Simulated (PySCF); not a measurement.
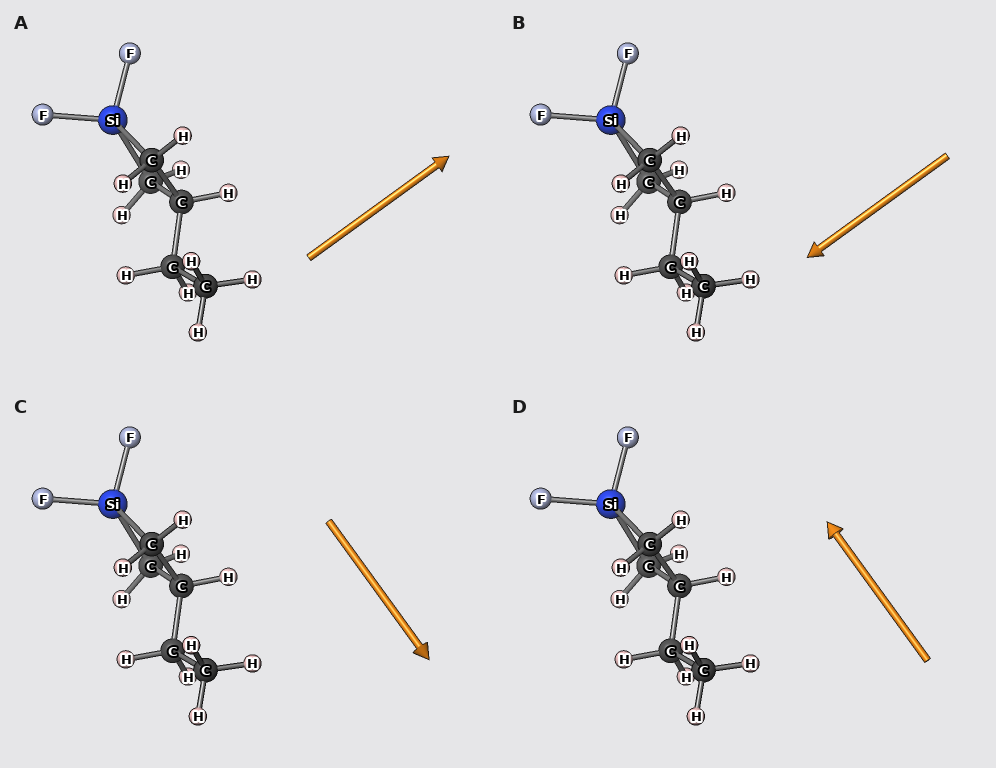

The same molecule four times, each with an arrow. Computed geometry: GFN2-xTB optimisation. No frequency run is at hand to confirm it as a minimum. Level of theory: CAM-B3LYP/def2-SVPD, gas phase (PySCF 2.14.0).

### Which arrow points along the dipole moment, from the negative to the positive end?

C. The dipole moment is 2.89 D.

The geometry is semi-empirical. Around Si such bond lengths and angles can be off by a tenth of an ångström or more and by several degrees, and values that hang on the shape move with them.
